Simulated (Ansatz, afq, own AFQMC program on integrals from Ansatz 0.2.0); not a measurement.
**SiNH3 (triplet): AFQMC on the coupled-cluster ladder at distance N1–H4 along a hydrogen transfer = 1.012 Å, cc-pVTZ**

Aim: compute SiNH3 (triplet) with auxiliary-field quantum Monte Carlo on the same integrals as coupled cluster, and set the energies side by side.

Method: cc-pVTZ, frozen cores; program: Ansatz 0.2.0, Gaussian basis, and an in-house AFQMC program (afq) on its integrals; all values are calculated.

The runs, in order: PBE (unrestricted); CCSD(T) on UHF; r2SCAN (unrestricted); CCSD(T) on UHF; PBE0 (unrestricted); B3LYP (unrestricted); CCSD(T) on UHF; wB97M-V (unrestricted); B2PLYP (unrestricted); Phaseless AFQMC, CISD trial on UHF.

## Step 1: The system

The geometry derives from fragments relaxed apart (PBE0/def2-TZVP) and kept rigid, so it is no stationary point. A hydrogen atom is moved between rigid fragments.

5 atoms, charge 0, spin multiplicity 3.

Atoms are counted from 1 here; the program's logs count them from 0.

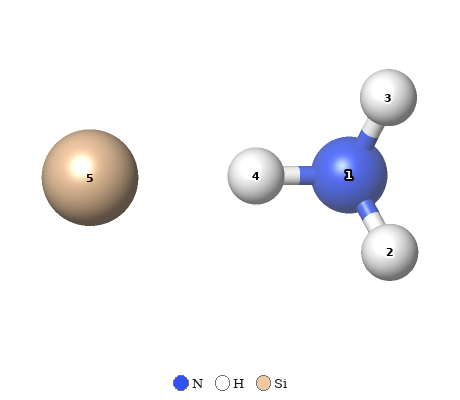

The geometry (nitrogen blue, hydrogen white, silicon light orange); atoms are numbered from 1 in the order of the file.

## Step 2: PBE (unrestricted)

File in.yaml:

```yaml
crystal:
  periodic: [false, false, false]
  atoms:
    - {symbol: N, position_ang: [-1.765457, -0.012635, -0.019666]}
    - {symbol: H, position_ang: [-2.062737, 0.955198, -0.019665]}
    - {symbol: H, position_ang: [-2.062737, -0.414934, 0.860594]}
    - {symbol: H, position_ang: [-0.752997, -0.012635, -0.019666]}
    - {symbol: Si, position_ang: [1.055543, -0.012634, -0.019666]}
basis:
  gaussian: {orbitals: cc-pVTZ}
magnetization: {spin_polarized: true, initial_magnetization: 2}
hamiltonian: {xc: {name: PBE}}
output: {orbitals: {seedname: orbitals}}
```

Launch:

```bash
ansatz run in.yaml --threads 1 --pin off --events-out ev --progress --plain --max-ram 8192MiB --backend cpu
```

Log:

```text
Functional definition: PBE
  name "PBE"
  cite "Perdew, Burke & Ernzerhof, Phys. Rev. Lett. 77, 3865 (1996) doi:10.1103/PhysRevLett.77.3865"
  parent pbe
  parameter kappa = 0.804
  parameter beta = 0.06672455060314922
  exchange = pbe_x(kappa = kappa, mu = beta*pi^2/3)
  correlation = pbe_c(beta = beta)
630 factors; their error is unknown
mean field evaluation 1: about -9397.7884 eV, gradient 5.0e1 eV
mean field evaluation 2: about -9316.2126 eV, gradient 1.0e2 eV
mean field evaluation 4: about -9406.9379 eV, gradient 9.2e0 eV
mean field evaluation 8: about -9407.7063 eV, gradient 2.3e-1 eV
mean field evaluation 16: about -9407.6813 eV, gradient 1.1e-3 eV
mean field evaluation 32: about -9407.3648 eV, gradient 2.1e-1 eV
mean field evaluation 64: about -9407.6402 eV, gradient 3.6e-1 eV
mean field -9407.68128607 eV, -345.7259105078 hartree, gradient 6.3e-6 eV, S^2 2.005430; 8 other end points of the search recorded, 0 dependent functions left out
reference -9407.68131894 eV, -345.7259117157 hartree; 13, 11 occupied and 93, 95 virtual orbitals, 630 factors
Total energy: -9407.68131894 eV, -345.7259117157 hartree
```

It took 10 s on 1 thread of AMD EPYC 7R13 (Zen 3), shared host; peak memory 0.73 GiB.

From the report: ⟨S²⟩ of the determinant 2.005 (pure triplet: 2.00).

## Step 3: CCSD(T) on UHF

in.yaml: that of step 2 with these lines changed.

```diff
@@ -11,3 +11,2 @@
 magnetization: {spin_polarized: true, initial_magnetization: 2}
-hamiltonian: {xc: {name: PBE}}
-output: {orbitals: {seedname: orbitals}}
+correlation: {method: ccsd_t, electrons: outside_noble_gas, hamiltonian_folder: ham}
```

Launch:

```bash
ansatz run in.yaml --threads 1 --pin off --events-out ev --progress --plain --max-ram 24576MiB --backend cuda --devices 0, --max-vram 18GiB
```

Log (excerpt; [...] marks lines left out):

```text
Functional definition: HF
  name "HF"
  cite "Fock, Z. Phys. 61, 126 (1930) doi:10.1007/BF01340294"
  parent pbe
[...]
612 factors; integrals over basis functions are off by at most 1.3e-3 eV
[...]
mean field -9389.23761921 eV, -345.0481182521 hartree, gradient 3.2e-6 eV, S^2 2.020033; 13 other end points of the search recorded, 0 dependent functions left out
determinant -9389.23761921 eV, -345.0481182521 hartree, with singles and doubles -9398.33541629 eV, -345.3824561283 hartree
determinant -9388.80105107 eV, -345.0320746690 hartree, with singles and doubles -9397.98655783 eV, -345.3696358160 hartree
determinant -9388.72639800 eV, -345.0293312193 hartree, with singles and doubles -9397.90320829 eV, -345.3665727772 hartree
determinant -9389.23761921 eV, -345.0481182521 hartree, with singles and doubles -9398.22863868 eV, -345.3785321235 hartree
determinant -9388.80105107 eV, -345.0320746690 hartree, with singles and doubles -9397.87499644 eV, -345.3655360109 hartree
determinant -9388.72639800 eV, -345.0293312193 hartree, with singles and doubles -9397.79194038 eV, -345.3624837567 hartree
6 core orbitals not correlated: weight in the atoms' cores, before any rotation towards them, 1.000 or more for the frozen orbitals, at most 0.000 for the correlated occupied ones
reference -9389.23761921 eV, -345.0481182521 hartree; 7, 5 occupied and 93, 95 virtual orbitals, 612 factors
second order -8.21448694 eV of doubles, -0.00000000 eV of singles
cycle   1  -8.99101747 eV  change    2.0e-6 eV  update   3.1e-6
perturbative correction -0.33063977 eV, -0.0121507875 hartree
Total energy: -9398.55927645 eV, -345.3906828374 hartree
```

Run time: 15 s. Hardware: 1 × NVIDIA H100 80GB HBM3 with 1 thread of AMD EPYC 7R13 (Zen 3), shared host; peak host memory 0.8 GiB.

From the report: ⟨S²⟩ of the determinant 2.020 (pure triplet: 2.00); correlation -9.3217 eV; T1 0.015; largest double amplitude 0.07.

This run also writes the integrals to the folder ham.

## Step 4: r2SCAN (unrestricted)

in.yaml: that of step 3 with these lines changed.

```diff
@@ -11,2 +11,2 @@
 magnetization: {spin_polarized: true, initial_magnetization: 2}
-correlation: {method: ccsd_t, electrons: outside_noble_gas, hamiltonian_folder: ham}
+hamiltonian: {xc: {name: r2SCAN}}
```

Launch:

```bash
ansatz run in.yaml --threads 1 --pin off --events-out ev --progress --plain --max-ram 8192MiB --backend cpu
```

Log (excerpt; [...] marks lines left out):

```text
Functional definition: r2SCAN
  name "r2SCAN"
  cite "Furness, Kaplan, Ning, Perdew & Sun, J. Phys. Chem. Lett. 11, 8208 (2020) doi:10.1021/acs.jpclett.0c02405"
  cite "Furness, Kaplan, Ning, Perdew & Sun, J. Phys. Chem. Lett. 11, 9248 (2020) doi:10.1021/acs.jpclett.0c03077"
  parent r2scan
[...]
630 factors; their error is unknown
[...]
mean field -9411.95027586 eV, -345.8827929888 hartree, gradient 1.3e-5 eV, S^2 2.010929; 8 other end points of the search recorded, 0 dependent functions left out
reference -9411.95028650 eV, -345.8827933798 hartree; 13, 11 occupied and 93, 95 virtual orbitals, 630 factors
Total energy: -9411.95028650 eV, -345.8827933798 hartree
```

It took 17 s on 1 thread of AMD EPYC 7R13 (Zen 3), shared host; peak memory 0.73 GiB.

From the report: ⟨S²⟩ of the determinant 2.011 (pure triplet: 2.00).

## Step 5: CCSD(T) on UHF

in.yaml: that of step 4 with these lines changed.

```diff
@@ -9,4 +9,4 @@
 basis:
-  gaussian: {orbitals: cc-pVTZ}
+  gaussian: {orbitals: def2-TZVPP}
 magnetization: {spin_polarized: true, initial_magnetization: 2}
-hamiltonian: {xc: {name: r2SCAN}}
+correlation: {method: ccsd_t, electrons: outside_noble_gas}
```

Launch:

```bash
ansatz run in.yaml --threads 1 --pin off --events-out ev --progress --plain --max-ram 24576MiB --backend cuda --devices 0, --max-vram 18GiB
```

Log (excerpt; [...] marks lines left out):

```text
Functional definition: HF
  name "HF"
  cite "Fock, Z. Phys. 61, 126 (1930) doi:10.1007/BF01340294"
  parent pbe
[...]
667 factors; integrals over basis functions are off by at most 1.3e-3 eV
[...]
mean field -9389.16007225 eV, -345.0452684537 hartree, gradient 3.5e-6 eV, S^2 2.020688; 13 other end points of the search recorded, 0 dependent functions left out
determinant -9389.16007225 eV, -345.0452684537 hartree, with singles and doubles -9398.24727607 eV, -345.3792170349 hartree
determinant -9388.73227039 eV, -345.0295470257 hartree, with singles and doubles -9397.91147743 eV, -345.3668766625 hartree
determinant -9388.65715890 eV, -345.0267867293 hartree, with singles and doubles -9397.82774347 eV, -345.3637994959 hartree
determinant -9389.16007225 eV, -345.0452684537 hartree, with singles and doubles -9398.14476733 eV, -345.3754499081 hartree
determinant -9388.73227039 eV, -345.0295470257 hartree, with singles and doubles -9397.80225670 eV, -345.3628628746 hartree
determinant -9388.65715890 eV, -345.0267867293 hartree, with singles and doubles -9397.71881022 eV, -345.3597962732 hartree
6 core orbitals not correlated: weight in the atoms' cores, before any rotation towards them, 1.000 or more for the frozen orbitals, at most 0.000 for the correlated occupied ones
reference -9389.16007225 eV, -345.0452684537 hartree; 7, 5 occupied and 102, 104 virtual orbitals, 667 factors
second order -8.20219093 eV of doubles, -0.00000000 eV of singles
cycle   1  -8.98469250 eV  change    2.6e-6 eV  update   3.0e-6
perturbative correction -0.33108958 eV, -0.0121673177 hartree
Total energy: -9398.47585433 eV, -345.3876171310 hartree
```

Run time: 13 s. Hardware: 1 × NVIDIA H100 80GB HBM3 with 1 thread of AMD EPYC 7R13 (Zen 3), shared host; peak host memory 0.81 GiB.

From the report: ⟨S²⟩ of the determinant 2.021 (pure triplet: 2.00); correlation -9.3158 eV; T1 0.015; largest double amplitude 0.07.

## Step 6: PBE0 (unrestricted)

in.yaml: that of step 5 with these lines changed.

```diff
@@ -9,4 +9,5 @@
 basis:
-  gaussian: {orbitals: def2-TZVPP}
+  gaussian: {orbitals: cc-pVTZ}
 magnetization: {spin_polarized: true, initial_magnetization: 2}
-correlation: {method: ccsd_t, electrons: outside_noble_gas}
+hamiltonian: {xc: {name: PBE0}}
+output: {orbitals: {seedname: orbitals}}
```

Launch:

```bash
ansatz run in.yaml --threads 1 --pin off --events-out ev --progress --plain --max-ram 8192MiB --backend cpu
```

Log:

```text
Functional definition: PBE0
  name "PBE0"
  cite "Adamo & Barone, J. Chem. Phys. 110, 6158 (1999) doi:10.1063/1.478522"
  cite "Perdew, Burke & Ernzerhof, Phys. Rev. Lett. 77, 3865 (1996) doi:10.1103/PhysRevLett.77.3865"
  parent pbe
  parameter a = 0.25
  parameter kappa = 0.804
  parameter beta = 0.06672455060314922
  exchange = (1 - a)*pbe_x(kappa = kappa, mu = beta*pi^2/3) + a*exact_x
  correlation = pbe_c(beta = beta)
642 factors; their error is unknown
mean field evaluation 1: about -9401.4841 eV, gradient 4.1e1 eV
mean field evaluation 2: about -9350.3826 eV, gradient 8.3e1 eV
mean field evaluation 4: about -9408.0366 eV, gradient 4.3e0 eV
mean field evaluation 8: about -9408.1335 eV, gradient 2.2e-1 eV
mean field evaluation 16: about -9408.4437 eV, gradient 6.4e-2 eV
mean field evaluation 32: about -9408.3788 eV, gradient 7.9e-1 eV
mean field -9408.47714049 eV, -345.7551576183 hartree, gradient 1.2e-5 eV, S^2 2.006724; 3 other end points of the search recorded, 0 dependent functions left out
reference -9408.47716556 eV, -345.7551585396 hartree; 13, 11 occupied and 93, 95 virtual orbitals, 642 factors
Total energy: -9408.47716556 eV, -345.7551585396 hartree
```

It took 5.5 s on 1 thread of AMD EPYC 7R13 (Zen 3), shared host; peak memory 0.73 GiB.

From the report: ⟨S²⟩ of the determinant 2.007 (pure triplet: 2.00).

## Step 7: B3LYP (unrestricted)

in.yaml: that of step 6 with these lines changed.

```diff
@@ -11,3 +11,2 @@
 magnetization: {spin_polarized: true, initial_magnetization: 2}
-hamiltonian: {xc: {name: PBE0}}
-output: {orbitals: {seedname: orbitals}}
+hamiltonian: {xc: {name: B3LYP}}
```

Launched as before.

Log (excerpt; [...] marks lines left out):

```text
Functional definition: B3LYP
  name "B3LYP"
  cite "Stephens, Devlin, Chabalowski & Frisch, J. Phys. Chem. 98, 11623 (1994) doi:10.1021/j100096a001"
  cite "Becke, Phys. Rev. A 38, 3098 (1988) doi:10.1103/PhysRevA.38.3098"
  cite "Lee, Yang & Parr, Phys. Rev. B 37, 785 (1988) doi:10.1103/PhysRevB.37.785"
  cite "Vosko, Wilk & Nusair, Can. J. Phys. 58, 1200 (1980) doi:10.1139/p80-159"
[...]
639 factors; their error is unknown
[...]
mean field -9414.25346899 eV, -345.9674337751 hartree, gradient 6.2e-6 eV, S^2 2.004540; 3 other end points of the search recorded, 0 dependent functions left out
reference -9414.25366984 eV, -345.9674411564 hartree; 13, 11 occupied and 93, 95 virtual orbitals, 639 factors
Total energy: -9414.25366984 eV, -345.9674411564 hartree
```

Wall time 5.5 s (1 thread of AMD EPYC 7R13 (Zen 3), shared host); peak memory 0.73 GiB.

From the report: ⟨S²⟩ of the determinant 2.005 (pure triplet: 2.00).

## Step 8: CCSD(T) on UHF

in.yaml: that of step 7 with these lines changed.

```diff
@@ -9,4 +9,4 @@
 basis:
-  gaussian: {orbitals: cc-pVTZ}
+  gaussian: {orbitals: "def2-QZVPP.json"}
 magnetization: {spin_polarized: true, initial_magnetization: 2}
-hamiltonian: {xc: {name: B3LYP}}
+correlation: {method: ccsd_t, electrons: outside_noble_gas}
```

Launch:

```bash
ansatz run in.yaml --threads 1 --pin off --events-out ev --progress --plain --max-ram 24576MiB --backend cuda --devices 0, --max-vram 18GiB
```

Log (excerpt; [...] marks lines left out):

```text
Functional definition: HF
  name "HF"
  cite "Fock, Z. Phys. 61, 126 (1930) doi:10.1007/BF01340294"
  parent pbe
[...]
1282 factors; integrals over basis functions are off by at most 1.1e-3 eV
[...]
mean field -9389.45784297 eV, -345.0562113260 hartree, gradient 2.4e-6 eV, S^2 2.020791; 13 other end points of the search recorded, 0 dependent functions left out
determinant -9389.45784297 eV, -345.0562113260 hartree, with singles and doubles -9399.11395816 eV, -345.4110670140 hartree
determinant -9389.03971857 eV, -345.0408455379 hartree, with singles and doubles -9398.79909136 eV, -345.3994958725 hartree
determinant -9388.96382868 eV, -345.0380566357 hartree, with singles and doubles -9398.71493859 eV, -345.3964033155 hartree
determinant -9389.45784297 eV, -345.0562113260 hartree, with singles and doubles -9398.89053777 eV, -345.4028564662 hartree
determinant -9389.03971857 eV, -345.0408455379 hartree, with singles and doubles -9398.56523914 eV, -345.3909019620 hartree
determinant -9388.96382868 eV, -345.0380566357 hartree, with singles and doubles -9398.48129991 eV, -345.3878172523 hartree
6 core orbitals not correlated: weight in the atoms' cores, before any rotation towards them, 1.000 or more for the frozen orbitals, at most 0.000 for the correlated occupied ones
reference -9389.45784297 eV, -345.0562113260 hartree; 7, 5 occupied and 204, 206 virtual orbitals, 1282 factors
second order -8.77728930 eV of doubles, -0.00000000 eV of singles
cycle   1  -9.43269489 eV  change   -8.7e-8 eV  update   1.7e-6
perturbative correction -0.37611535 eV, -0.0138219842 hartree
Total energy: -9399.26665321 eV, -345.4166784535 hartree
```

It took 28 s on 1 × NVIDIA H100 80GB HBM3 with 1 thread of AMD EPYC 7R13 (Zen 3), shared host; peak host memory 1.1 GiB.

From the report: ⟨S²⟩ of the determinant 2.021 (pure triplet: 2.00); correlation -9.8088 eV; T1 0.016; largest double amplitude 0.06.

## Step 9: wB97M-V (unrestricted)

in.yaml: that of step 8 with these lines changed.

```diff
@@ -9,4 +9,5 @@
 basis:
-  gaussian: {orbitals: "def2-QZVPP.json"}
+  gaussian: {orbitals: cc-pVTZ}
 magnetization: {spin_polarized: true, initial_magnetization: 2}
-correlation: {method: ccsd_t, electrons: outside_noble_gas}
+hamiltonian: {xc: {name: wB97M-V}}
+output: {orbitals: {seedname: orbitals}}
```

Launch:

```bash
ansatz run in.yaml --threads 1 --pin off --events-out ev --progress --plain --max-ram 8192MiB --backend cpu
```

Log (excerpt; [...] marks lines left out):

```text
Functional definition: wB97M-V
  name "wB97M-V"
  cite "Mardirossian & Head-Gordon, J. Chem. Phys. 144, 214110 (2016) doi:10.1063/1.4952647"
  cite "Becke, J. Chem. Phys. 107, 8554 (1997) doi:10.1063/1.475007"
  cite "Vydrov & Van Voorhis, J. Chem. Phys. 133, 244103 (2010) doi:10.1063/1.3521275"
  # Of w^i u^j: cxij and so on, Table III.
[...]
  gx(w, u) = 1 - cx + cx01*u + cx10*w
  gss(w, u) = css00 + css04*u^4 + css10*w + css20*w^2 + css43*w^4*u^3
  gos(w, u) = cos00 + cos10*w + (cos20 + cos21*u)*w^2 + (cos60 + cos61*u)*w^6
[...]
      + integral(e_c_pw_mod_opposite_spin*gos(b97_w_opposite, b97_u_opposite)) + vv10(b, c)
639 factors; their error is unknown
142 factors; integrals over basis functions are off by at most 1.1e-4 eV
[...]
mean field -9412.15512743 eV, -345.8903211453 hartree, gradient 1.0e-5 eV, S^2 2.002399; 3 other end points of the search recorded, 0 dependent functions left out
reference -9412.15516042 eV, -345.8903223575 hartree; 13, 11 occupied and 93, 95 virtual orbitals, 639 factors
Total energy: -9412.15516042 eV, -345.8903223575 hartree
```

Run time: 18 s. Hardware: 1 thread of AMD EPYC 7R13 (Zen 3), shared host; peak memory 0.73 GiB.

From the report: ⟨S²⟩ of the determinant 2.002 (pure triplet: 2.00).

## Step 10: B2PLYP (unrestricted)

in.yaml: that of step 9 with these lines changed.

```diff
@@ -11,3 +11,3 @@
 magnetization: {spin_polarized: true, initial_magnetization: 2}
-hamiltonian: {xc: {name: wB97M-V}}
-output: {orbitals: {seedname: orbitals}}
+hamiltonian: {xc: {name: B2PLYP}}
+correlation: {electrons: outside_noble_gas}
```

The command is unchanged.

Log (excerpt; [...] marks lines left out):

```text
Functional definition: B2PLYP
  name "B2PLYP"
  cite "Grimme, J. Chem. Phys. 124, 034108 (2006) doi:10.1063/1.2148954"
  cite "Becke, Phys. Rev. A 38, 3098 (1988) doi:10.1103/PhysRevA.38.3098"
  cite "Lee, Yang & Parr, Phys. Rev. B 37, 785 (1988) doi:10.1103/PhysRevB.37.785"
[...]
612 factors; integrals over basis functions are off by at most 1.3e-3 eV
[...]
mean field -9406.36124814 eV, -345.6774000084 hartree, gradient 5.5e-6 eV, S^2 2.008098; 5 other end points of the search recorded, 0 dependent functions left out
6 core orbitals not correlated: weight in the atoms' cores, before any rotation towards them, 1.000 or more for the frozen orbitals, at most 0.000 for the correlated occupied ones
reference -9406.36137652 eV, -345.6774047266 hartree; 7, 5 occupied and 93, 95 virtual orbitals, 612 factors
second order -10.02485954 eV of doubles, -0.00000000 eV of singles
Total energy: -9409.06808860 eV, -345.7768745606 hartree
```

It took 9 s on 1 thread of AMD EPYC 7R13 (Zen 3), shared host; peak memory 0.88 GiB.

From the report: ⟨S²⟩ of the determinant 2.008 (pure triplet: 2.00).

## Step 11: Phaseless AFQMC, CISD trial on UHF

It reads the integrals that the CCSD(T) run on this determinant wrote.

Launch:

```bash
afq ham --method phaseless --trial cisd --walkers 1000 --populations 20 --least-time 60 --time-step 0.005 --steps-per-block 50 --equilibration-blocks 28 --max-blocks 4000 --target-error 0.00021 --factor-cut 1e-05 --start spin_pure --seed 6943 --release-times 0.24,0.51,0.99,1.62,2.4 --release-step 0.03 --release-every 3 --taylor-order 6
```

Log:

```text
orbitals 100  electrons 7 5  factors 603 of 612
reference energy -345.04811825 Eh
CCSD correlation -0.33041384 Eh in 17 cycles, weight of the determinant in the CISD state 0.8674
energy of the start -345.377403 Eh
 block  time / (1/Eh)  mean weight  energy / Eh
     1     0.250  0.9999  -345.374958
     2     0.500  1.0003  -345.379882
     3     0.750  1.0005  -345.383564
     4     1.000  1.0002  -345.386965
     5     1.250  1.0004  -345.388071
     6     1.500  0.9996  -345.387119
     7     1.750  1.0000  -345.389232
     8     2.000  0.9995  -345.391803
     9     2.250  1.0004  -345.392982
    10     2.500  1.0000  -345.392409
    13     3.250  0.9999  -345.392758
    17     4.250  0.9997  -345.391939
    21     5.250  1.0005  -345.392466
    25     6.250  0.9994  -345.390369
    29     7.250  0.9998  -345.391669
    33     8.250  0.9997  -345.389782
    37     9.250  1.0003  -345.390837
    41    10.250  0.9993  -345.391615
    45    11.250  0.9998  -345.391237
    49    12.250  0.9992  -345.390474
    53    13.250  0.9990  -345.391487
    57    14.250  1.0007  -345.391399
    61    15.250  0.9999  -345.390932
    65    16.250  0.9996  -345.392260
    69    17.250  0.9995  -345.391442
    73    18.250  1.0002  -345.392814
    77    19.250  1.0011  -345.392718
    81    20.250  0.9998  -345.390739
    85    21.250  0.9992  -345.390138
    89    22.250  1.0007  -345.390376
    93    23.250  0.9993  -345.391817
    97    24.250  0.9992  -345.392011
   101    25.250  1.0010  -345.391024
   105    26.250  0.9998  -345.390791
   109    27.250  1.0005  -345.391732
   113    28.250  1.0005  -345.394709
   117    29.250  1.0000  -345.392913
   121    30.250  0.9996  -345.392998
   125    31.250  0.9997  -345.389654
   129    32.250  0.9994  -345.390833
   133    33.250  1.0006  -345.392514
   137    34.250  0.9990  -345.390527
   141    35.250  1.0000  -345.391804
   145    36.250  0.9993  -345.392438
   149    37.250  1.0005  -345.390029
   153    38.250  1.0001  -345.391653
   157    39.250  0.9995  -345.392394
   161    40.250  1.0001  -345.390939
error from the spread of 20 populations
released: time / (1/Eh)  energy / Eh  error  mean overlap
  0.24  -345.391914  0.000191  0.9991
  0.51  -345.391875  0.000215  0.9972
  0.99  -345.392075  0.000203  0.9890
  1.62  -345.392062  0.000306  0.9852
  2.40  -345.392705  0.000377  0.9616
energy -345.391584 +/- 0.000239 Eh
```

It took 4 min on 1 × NVIDIA H100 80GB HBM3 with 2 threads of AMD EPYC 7R13 (Zen 3), shared host; peak host memory 1.6 GiB.

Energy -9398.5838 ± 0.0065 eV. Caveats: constraint bias not in the error.

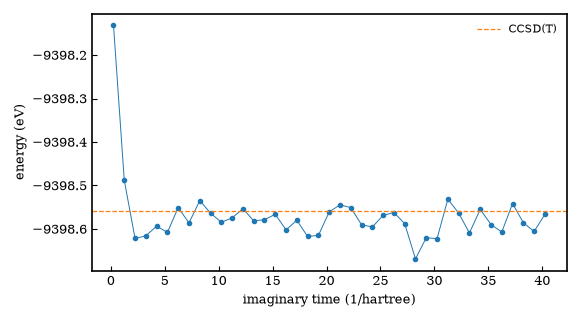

Block energies along the walk.

## Step 12: AFQMC on the ladder

On the UHF determinant, counted from CCSD(T) (a yardstick, not exact):

```
                                                level  energy (eV)  from CCSD(T) (kJ/mol)  statistical error (kJ/mol)   time
                                                   HF   -9389.2376                 +899.4                                   
                                                  MP2   -9397.4521                 +106.8                                   
                                                 CCSD   -9398.2286                  +31.9                                   
                                              CCSD(T)   -9398.5593                    0.0                                   
Phaseless AFQMC, CISD trial, step 0.005, 1000 walkers   -9398.5838                   -2.4                         0.6  4 min
```

The functionals' totals stand on their own zeros and serve differences with other points: PBE -9407.681 eV; r2SCAN -9411.950 eV; PBE0 -9408.477 eV; B3LYP -9414.254 eV; wB97M-V -9412.155 eV; B2PLYP -9409.068 eV.

## Step 13: What came out

```
                                       quantity              value
Phaseless AFQMC, CISD trial on UHF from CCSD(T)  -2.4 ± 0.6 kJ/mol
```

In words: On UHF the phaseless walk with the CISD trial lies -2.4 kJ/mol from CCSD(T), 4 times its error bar. Error bars are statistical and leave out the constraint, the time step and what remains of the start.
